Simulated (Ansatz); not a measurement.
**Geometry relaxation of C2H8OSi (part 1 of 2)**

System: C2H8OSi.
Method: RKS PBE-D4/def2-SVP (Ansatz 0.2.0).

It belongs to a series of runs on one base structure; here: end point A relaxed. Figures and captions count atoms from 1; the log counts them from 0 in places.

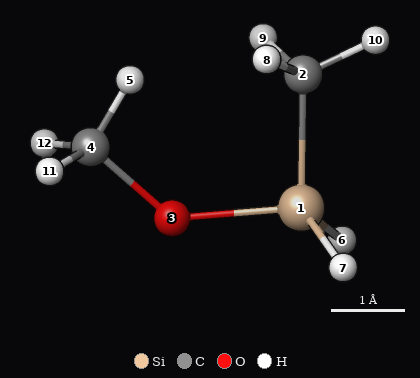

**Figure 1.** The starting structure (ball-and-stick view, seen at a tilt; atoms are numbered from 1 in the order of the input). Bond lengths as drawn: C–H 1.10 to 1.11 Å, C–O 1.52 Å, C–Si 1.88 Å, H–Si 1.50 to 1.51 Å and O–Si 1.80 Å.

### Summary

| quantity | value |
| --- | --- |
| outcome | converged |
| total energy | −12114.8951 eV |
| mean-field energy | −12114.6902 eV |
| largest force (length of the vector) at the end | 0.014 eV/Å |
| hardware | 2 threads of Arm Neoverse V2, 24 GiB of memory available, shared host |
| wall time | 21 s (CPU time 40 s) |
| peak memory | 0.13 GiB |

### Input file
```yaml
crystal:
  periodic: [false, false, false]
  atoms:
    - { symbol: Si, position_ang: [-0.916935, 0.07429, 1.106327] }
    - { symbol: C, position_ang: [0.790547, -0.699863, 0.984997] }
    - { symbol: O, position_ang: [-0.994094, 0.599161, -0.612755] }
    - { symbol: C, position_ang: [0.009939, 0.564439, -1.759001] }
    - { symbol: H, position_ang: [0.865253, 0.052207, -1.299613] }
    - { symbol: H, position_ang: [-2.048068, -0.870414, 1.399625] }
    - { symbol: H, position_ang: [-0.999888, 1.259092, 2.031258] }
    - { symbol: H, position_ang: [1.51904, 0.084593, 0.698106] }
    - { symbol: H, position_ang: [0.771687, -1.477927, 0.195799] }
    - { symbol: H, position_ang: [1.180154, -1.178764, 1.909267] }
    - { symbol: H, position_ang: [0.250501, 1.605609, -2.056703] }
    - { symbol: H, position_ang: [-0.427935, -0.012423, -2.597208] }
basis:
  gaussian: { orbitals: def2-SVP }
hamiltonian:
  xc: pbe
  dispersion: d4
relax:
  f_tol: 0.03
  max_steps: 50
output:
  orbitals: {}
```

Command:
```bash
ansatz run input.yaml --threads 2 --pin off --max-ram 3072MiB --backend cpu --events-out ev --progress --plain --runs-dir out
```

### What the program printed
```
The last accepted step is kept in [file] (removed where the run ends without a failure and the disk answers)
Engine: ansatz 0.2.0, aarch64-unknown-linux-gnu
Functional definition: PBE
  parameter kappa = 0.804
  parameter beta = 0.06672455060314922
  exchange = pbe_x(kappa = kappa, mu = beta*pi^2/3)
  correlation = pbe_c(beta = beta)
1119 factors; their error is unknown
mean field evaluation 1: about -12102.9516 eV, gradient 6.9e1 eV
mean field evaluation 2: about -12067.4582 eV, gradient 1.4e2 eV
mean field evaluation 4: about -12113.6889 eV, gradient 1.1e1 eV
mean field evaluation 8: about -12113.9605 eV, gradient 2.3e-1 eV
mean field evaluation 16: about -12113.9011 eV, gradient 5.9e-5 eV
mean field -12113.90105346 eV, -445.1776526175 hartree, gradient 5.9e-5 eV, S^2 0.000000; 0 other end points of the search recorded, 0 dependent functions left out
the calculation of the forces begins
reference -12113.90109039 eV, -445.1776539747 hartree; 21, 21 occupied and 79, 79 virtual orbitals, 1119 factors
relax step   1: F+E_penalty+E_count = -12114.11119483 eV  Δ(F+E_penalty+E_count) = +0.000e0 eV  max|allowed force component| = 3.343e0 eV/Å  Δτ_max = 0.0000 Å  (26 SCF iters, accepted)
these checks for a lower state are left out or cut short: starts, cluster_reference, orbital_swaps, neighbouring_geometries, increment
1119 factors; their error is unknown
mean field -12114.44617456 eV, -445.1976854486 hartree, gradient 6.9e-6 eV, S^2 0.000000; 0 other end points of the search recorded, 0 dependent functions left out
[... from here on the field's lines of each further geometry are left out, up to the last ...]
relax step   2: F+E_penalty+E_count = -12114.65402289 eV  Δ(F+E_penalty+E_count) = -5.428e-1 eV  max|allowed force component| = 1.297e0 eV/Å  Δτ_max = 0.1944 Å  (30 SCF iters, accepted)
relax step   3: F+E_penalty+E_count = -12114.78368836 eV  Δ(F+E_penalty+E_count) = -1.297e-1 eV  max|allowed force component| = 5.995e-1 eV/Å  Δτ_max = 0.1046 Å  (29 SCF iters, accepted)
relax step   4: F+E_penalty+E_count = -12114.80972320 eV  Δ(F+E_penalty+E_count) = -2.603e-2 eV  max|allowed force component| = 7.030e-1 eV/Å  Δτ_max = 0.2000 Å  (33 SCF iters, accepted)
relax step   5: F+E_penalty+E_count = -12114.84875384 eV  Δ(F+E_penalty+E_count) = -3.903e-2 eV  max|allowed force component| = 1.444e-1 eV/Å  Δτ_max = 0.1998 Å  (27 SCF iters, accepted)
relax step   6: F+E_penalty+E_count = -12114.85509902 eV  Δ(F+E_penalty+E_count) = -6.345e-3 eV  max|allowed force component| = 4.306e-1 eV/Å  Δτ_max = 0.1270 Å  (27 SCF iters, accepted)
relax step   7: F+E_penalty+E_count = -12114.88155247 eV  Δ(F+E_penalty+E_count) = -2.645e-2 eV  max|allowed force component| = 4.195e-1 eV/Å  Δτ_max = 0.2000 Å  (34 SCF iters, accepted)
relax step   8: F+E_penalty+E_count = -12114.88909640 eV  Δ(F+E_penalty+E_count) = -7.544e-3 eV  max|allowed force component| = 1.122e-1 eV/Å  Δτ_max = 0.2000 Å  (27 SCF iters, accepted)
relax step   9: F+E_penalty+E_count = -12114.86909513 eV  Δ(F+E_penalty+E_count) = +2.000e-2 eV  max|allowed force component| = 5.379e-1 eV/Å  Δτ_max = 0.0954 Å  (28 SCF iters, rejected (line search))
relax step  10: F+E_penalty+E_count = -12114.89422090 eV  Δ(F+E_penalty+E_count) = -5.124e-3 eV  max|allowed force component| = 4.003e-2 eV/Å  Δτ_max = 0.0454 Å  (27 SCF iters, accepted)
relax step  11: F+E_penalty+E_count = -12114.89484896 eV  Δ(F+E_penalty+E_count) = -6.281e-4 eV  max|allowed force component| = 6.625e-2 eV/Å  Δτ_max = 0.0650 Å  (28 SCF iters, accepted)
the calculation of the forces begins
reference -12114.69021784 eV, -445.2066538735 hartree; 21, 21 occupied and 79, 79 virtual orbitals, 1119 factors
relax step  12: F+E_penalty+E_count = -12114.89510062 eV  Δ(F+E_penalty+E_count) = -2.517e-4 eV  max|allowed force component| = 1.312e-2 eV/Å  Δτ_max = 0.0153 Å  (29 SCF iters, accepted)
```

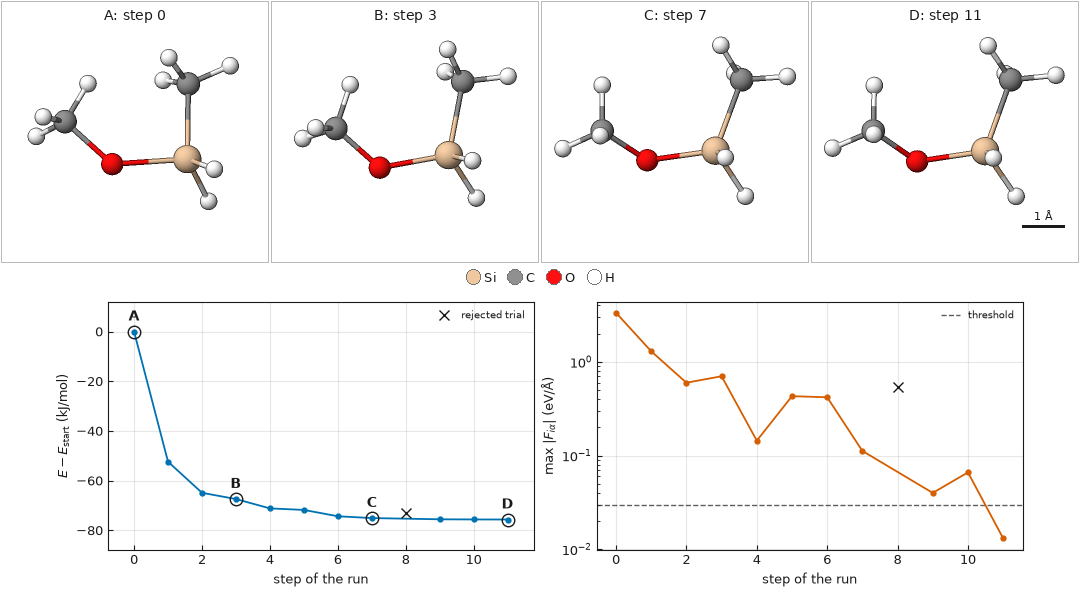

**Figure 2.** Frames of the relaxation (ball-and-stick view, seen at a tilt) above the curves, on which the letters mark them (the first geometry is step 0 here and step 1 in the log).

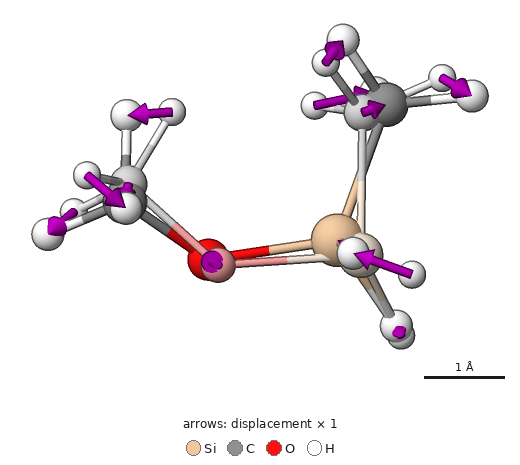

**Figure 3.** Start (faint) and end (solid) with the displacements as pink arrows, at true length (ball-and-stick view, seen at a tilt). The two geometries are laid on each other by the best rigid fit. After 11 geometry steps the energy has fallen by 75.6 kJ/mol. The largest force component goes from 3.3 to 0.013 eV/Å. The line search rejected the trial step at point 8 (counted from 0) and went back. The atom that moves furthest after the best rigid fit is H9 (0.83 Å). By element the largest moves are H 0.83 Å, O 0.67 Å, Si 0.37 Å, C 0.33 Å. Among the contacts that change: Si1–O3 1.799 → 1.686 Å, O3–C4 1.524 → 1.411 Å, C4–H5 1.098 → 1.116 Å, Si1–H7 1.505 → 1.513 Å. Among the angles that change: C2–Si1–O3 95.6° → 112.3°, O3–C4–H5 102.1° → 112.6°, Si1–O3–C4 133.1° → 122.8°. (Atoms are counted from 1 in the order of the input.)

```
1119 factors; their error is unknown
mean field -12114.69018173 eV, -445.2066525466 hartree, gradient 2.3e-5 eV, S^2 0.000000; 1 other end points of the search recorded, 0 dependent functions left out
the calculation of the forces begins
reference -12114.69021784 eV, -445.2066538735 hartree; 21, 21 occupied and 79, 79 virtual orbitals, 1119 factors
Total energy: -12114.89513673 eV, -445.2141845040 hartree
Atom 0 at    -0.747225    -0.028858     0.784755 Å, force     0.001106     0.002768    -0.008807 eV/Å
Atom 1 at     0.868538    -0.876717     1.254167 Å, force    -0.003076     0.000067     0.000295 eV/Å
Atom 2 at    -1.001566    -0.016583    -0.881619 Å, force     0.000416    -0.003253     0.013119 eV/Å
Atom 3 at    -0.187394     0.713903    -1.773124 Å, force    -0.002788    -0.000904    -0.004653 eV/Å
Atom 4 at     0.858183     0.326323    -1.813937 Å, force     0.003064    -0.002156    -0.000884 eV/Å
Atom 5 at    -1.920808    -0.773685     1.348764 Å, force    -0.001695    -0.001135     0.001615 eV/Å
Atom 6 at    -0.738011     1.390362     1.308281 Å, force    -0.000659    -0.001553    -0.000474 eV/Å
Atom 7 at     1.747394    -0.342280     0.839148 Å, force     0.000016     0.001203     0.000740 eV/Å
Atom 8 at     0.889732    -1.920888     0.881589 Å, force     0.001296    -0.000409    -0.000897 eV/Å
Atom 9 at     0.981654    -0.902617     2.358107 Å, force     0.000323    -0.000517    -0.000042 eV/Å
Atom 10 at    -0.135868     1.797776    -1.511516 Å, force     0.002076     0.005129     0.000745 eV/Å
Atom 11 at    -0.614428     0.633266    -2.794516 Å, force    -0.000077     0.000760    -0.000756 eV/Å
Dipole moment:     0.302561     0.052368     0.001419 e Å
```

### Trajectory as extended XYZ (Å, eV, eV/Å), 12 frames, from step=1 to step=12
```
12
Properties=species:S:1:pos:R:3:forces:R:3 step=1 energy=-12114.11119
Si   -0.9169    0.0743    1.1063    0.8052   0.7146  -3.3430
C     0.7905   -0.6999    0.9850    0.2232  -0.4531   1.0327
O    -0.9941    0.5992   -0.6128    0.0459   0.0231   0.0451
C     0.0099    0.5644   -1.7590   -1.7318  -0.1745   3.0065
H     0.8653    0.0522   -1.2996    0.6567  -0.0474  -0.6997
H    -2.0481   -0.8704    1.3996    0.0270  -0.0022  -0.0154
H    -0.9999    1.2591    2.0313   -0.0074  -0.0358  -0.0087
H     1.5190    0.0846    0.6981   -0.0168   0.0045  -0.0098
H     0.7717   -1.4779    0.1958    0.0003   0.0122   0.0051
H     1.1802   -1.1788    1.9093   -0.0081   0.0063  -0.0234
H     0.2505    1.6056   -2.0567   -0.0052  -0.0750  -0.0087
H    -0.4279   -0.0124   -2.5972    0.0112   0.0272   0.0194
12
Properties=species:S:1:pos:R:3:forces:R:3 step=2 energy=-12114.65402
Si   -0.8391    0.0898    0.9558   -0.2415   0.4129  -1.1854
C     0.8524   -0.7638    1.0901   -0.1219   0.0905  -0.0676
O    -1.1051    0.6667   -0.6805    1.2895  -0.6431   0.5187
C    -0.0852    0.6038   -1.7401   -1.1660   0.0564   1.2972
H     0.8436    0.0954   -1.3999   -0.0234   0.0594  -0.1496
H    -1.9768   -0.8382    1.2836    0.0366  -0.0809  -0.0338
H    -0.9575    1.2516    1.9075    0.1021   0.0376  -0.0270
H     1.6244   -0.0109    0.8269    0.1132  -0.0982   0.0075
H     0.8791   -1.5709    0.3285    0.1343  -0.0352   0.0343
H     1.1363   -1.2101    2.0734   -0.3111   0.1967  -0.1684
H     0.1507    1.6399   -2.0540    0.0994   0.0174  -0.1015
H    -0.5227    0.0467   -2.5914    0.0888  -0.0136  -0.1244
12
Properties=species:S:1:pos:R:3:forces:R:3 step=3 energy=-12114.78369
Si   -0.8257    0.0936    0.9157   -0.1427   0.1444  -0.3979
C     0.8571   -0.7652    1.0809   -0.0182   0.0210  -0.0611
O    -1.1014    0.6511   -0.6764    0.5995  -0.3798   0.4532
C    -0.1188    0.6119   -1.7086   -0.4745   0.0894   0.2499
H     0.8332    0.1134   -1.4133   -0.0728   0.0386  -0.0174
H    -1.9470   -0.8568    1.2415    0.0264  -0.0041   0.0467
H    -0.9094    1.2674    1.8582    0.0225  -0.0238   0.0190
H     1.6734   -0.0491    0.8395   -0.0155  -0.0914   0.0758
H     0.9235   -1.6091    0.3589    0.0332   0.0286   0.1107
H     1.0452   -1.1697    2.1049   -0.1488   0.1411  -0.2223
H     0.1135    1.6492   -2.0265    0.1048   0.0430  -0.1166
H    -0.5435    0.0634   -2.5745    0.0861  -0.0069  -0.1401
12
Properties=species:S:1:pos:R:3:forces:R:3 step=4 energy=-12114.80972
Si   -0.8240    0.0611    0.8992    0.1866   0.0290  -0.0868
C     0.8400   -0.7913    1.0742   -0.0169  -0.0779  -0.2770
O    -1.0997    0.4532   -0.7055   -0.2435   0.0509  -0.3028
C    -0.1471    0.6429   -1.7255    0.2571  -0.0478   0.1519
H     0.8582    0.2423   -1.4492   -0.0539  -0.0092  -0.0740
H    -1.9605   -0.8152    1.3640    0.0746   0.0544  -0.0876
H    -0.7918    1.2968    1.7553   -0.0707   0.0873   0.0777
H     1.6947   -0.1251    0.8649    0.0594   0.1793  -0.0575
H     0.9559   -1.6934    0.4452   -0.0994  -0.0645  -0.1190
H     0.9421   -1.1156    2.1093    0.1139  -0.2189   0.7030
H    -0.0011    1.7182   -1.9769   -0.1199   0.0540   0.0772
H    -0.4665    0.1261   -2.6549   -0.0873  -0.0366  -0.0052
```
